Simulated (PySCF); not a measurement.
## Excited-state calculation, with input and output: C7H9FSi

The run: excited-state calculation of C7H9FSi. Method and program: TDDFT wB97X-D/def2-SVPD, vertical, IEF-PCM acetonitrile (non-equilibrium linear response), core orbitals frozen in the response (PySCF 2.14.0).

The geometry comes from this level: PBE0-D3(BJ)/def2-SVP. It belongs to a series of runs on one base structure; here: solvent acetonitrile.

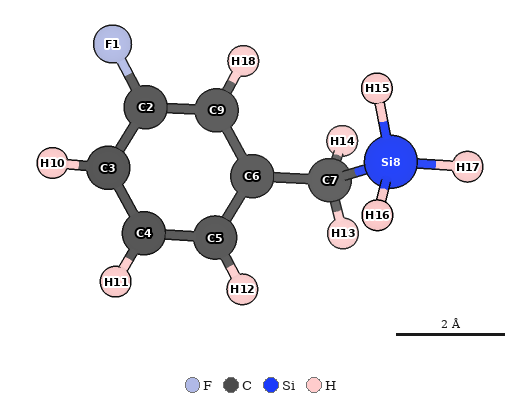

*The input geometry (ball-and-stick view, seen on its broad side; atoms are numbered from 1 in the order of the input).*

**Summary**

```csv
quantity,value
outcome,converged
total energy,−661.027829 hartree
HOMO,−8.70 eV
LUMO,1.20 eV
dipole moment,2.32 D
mean polarisability,151.42 a.u.
lowest excitation,5.31 eV
hardware,"1 CPU thread, shared host"
wall time,2.8 min
peak memory,1.3 GiB
```

**The input**
```
{"job": {"kind": "uv", "xc": "wB97X-D", "basis": "def2-SVPD", "solvent": "acetonitrile", "nstates": 6, "ntriplets": 0}, "charge": 0, "multiplicity": 1}
F      2.484683     0.203030     2.403539
C      1.885109     0.209325     1.212973
C      2.495941     0.863721     0.150516
C      1.851114     0.854241    -1.084438
C      0.629338     0.204834    -1.245212
C      0.022628    -0.456395    -0.168521
C     -1.314473    -1.118520    -0.324098
Si    -2.730876     0.052532     0.145919
C      0.667928    -0.444024     1.074371
H      3.454413     1.362517     0.302199
H      2.312288     1.360371    -1.935833
H      0.137151     0.206774    -2.220938
H     -1.472330    -1.445430    -1.364080
H     -1.389632    -2.015316     0.311711
H     -2.587562     0.469784     1.573475
H     -2.694067     1.267345    -0.723001
H     -4.048823    -0.633332    -0.030414
H      0.235072    -0.942050     1.944842
```

The first line tells a small driver script what to run in PySCF; the rest is the geometry in Å.

Run as:
```bash
OMP_NUM_THREADS=1 python <driver script> task.json out
```

**The program's output**
```
coarse grid: 15896 points
cycle   1  E = -660.8836009624  dE =  1.462e+00  |g| = 4.732e-01  |ddm| = 9.268e+00
cycle   2  E = -660.9022404529  dE = -1.864e-02  |g| = 4.410e-01  |ddm| = 1.905e+00
cycle   3  E = -660.9347563487  dE = -3.252e-02  |g| = 5.842e-02  |ddm| = 8.207e-01
cycle   4  E = -660.9354397986  dE = -6.834e-04  |g| = 2.488e-02  |ddm| = 2.653e-01
cycle   5  E = -660.9355829941  dE = -1.432e-04  |g| = 5.341e-03  |ddm| = 1.162e-01
cycle   6  E = -660.9355904733  dE = -7.479e-06  |g| = 1.229e-03  |ddm| = 3.506e-02
final grid: 150336 points
cycle   7  E = -661.0278202912  dE = -1.213e-04  |g| = 6.207e-03  |ddm| = 3.553e-01
cycle   8  E = -661.0278222642  dE = -1.973e-06  |g| = 6.302e-03  |ddm| = 4.459e-02
cycle   9  E = -661.0278285016  dE = -6.237e-06  |g| = 5.212e-04  |ddm| = 8.506e-03
cycle  10  E = -661.0278285946  dE = -9.304e-08  |g| = 3.185e-04  |ddm| = 4.922e-03
cycle  11  E = -661.0278286200  dE = -2.536e-08  |g| = 5.919e-05  |ddm| = 1.594e-03
cycle  12  E = -661.0278286222  dE = -2.224e-09  |g| = 2.724e-05  |ddm| = 4.859e-04
cycle  13  E = -661.0278286226  dE = -4.029e-10  |g| = 1.131e-05  |ddm| = 1.537e-04
```

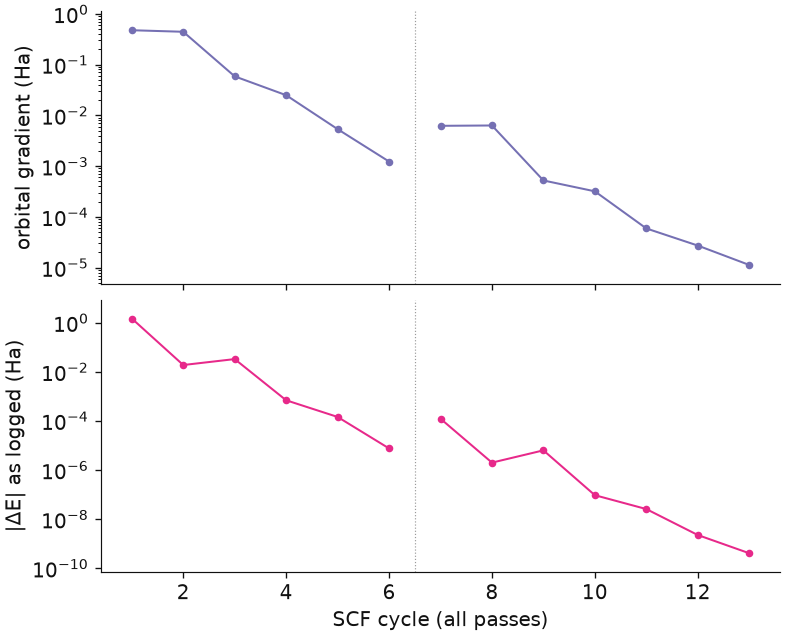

*Convergence of the self-consistent field: orbital gradient and size of the energy change against the SCF cycle. The dotted line marks the change from a coarse to the final integration grid.*

The first 6 cycles use a coarse grid, the final grid takes over at cycle 7, and the field converges after 13 cycles in all.

```
converged SCF energy = -661.0278286226

Static polarisability (au): isotropic 151.419, principal 111.334 158.280 184.643

Singlet excitations
state   eV       nm        f      main configurations
  1   5.3077    233.6   0.02262   H->L 0.45, H->L+1 0.20, H-1->L 0.17
  2   5.9206    209.4   0.13852   H->L+1 0.35, H->L 0.33, H-1->L 0.26
  3   6.6596    186.2   0.56262   H-1->L 0.52, H->L+1 0.37
  4   6.7352    184.1   0.80675   H-1->L+1 0.69, H->L 0.19
  5   7.0004    177.1   0.00456   H->L+2 0.68, H->L+3 0.13, H->L+4 0.11
  6   7.3784    168.0   0.00137   H-1->L+2 0.58, H-1->L+4 0.20, H-1->L+3 0.10
```

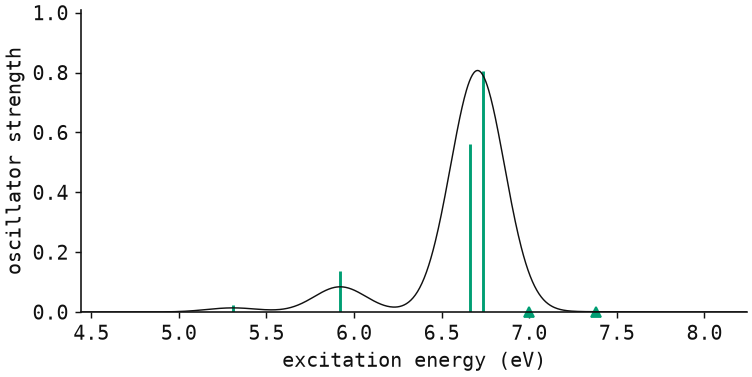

*Computed excitations as sticks (degenerate states added up, dark ones marked on the axis), with a Gaussian envelope of 0.35 eV full width at half maximum, scaled to the tallest.*

Of the 6 states the lowest lies at 5.31 eV (f = 0.023); the strongest line is at 6.74 eV, or 184 nm (f = 0.807).

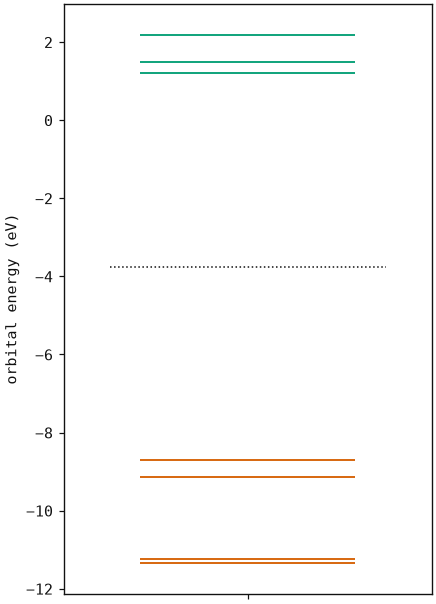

*Orbital energies near the frontier; the dotted line parts filled from empty levels, and levels within 0.02 eV of each other stand side by side.*

Highest filled −8.70 eV, lowest empty 1.20 eV, 9.90 eV apart.
